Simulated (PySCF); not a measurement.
SMILES F[SiH2]O[SiH2]O[SiH](F)F (H₅F₃O₂Si₃), B3LYP/def2-SVP optimised geometry. Atoms within 1.6 Å of the plane z = 0.0 Å (x, y, z in Å): Si1 (0.59, 2.67, 0.54), F2 (-0.51, 3.79, 0.12), O3 (-0.03, 1.18, 0.23), Si4 (-0.97, -0.13, -0.10), O5 (-0.01, -1.48, 0.00), Si6 (0.59, -2.99, 0.00), F7 (0.05, -3.78, 1.29), F8 (0.04, -3.79, -1.29), H9 (1.79, 2.89, -0.29), H11 (-1.50, -0.03, -1.48), H12 (-2.05, -0.23, 0.91), H13 (2.05, -2.99, 0.00).

Computed with B3LYP/def2-TZVP run with PySCF. Cells within 0.4 Å of a nucleus heavier than hydrogen are left out (blank, or x).

Map of the electron localisation function on the plane z = 0.0 Å:

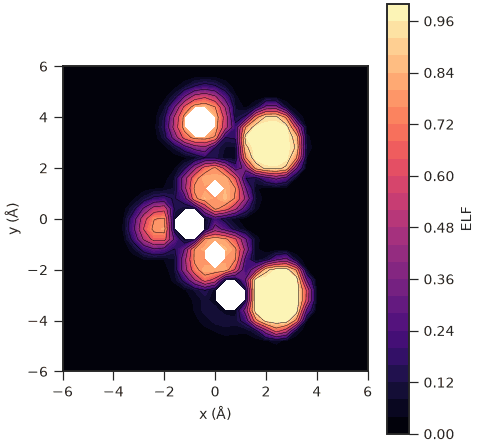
Figure. Electron localisation function on the plane z = 0.0 Å.
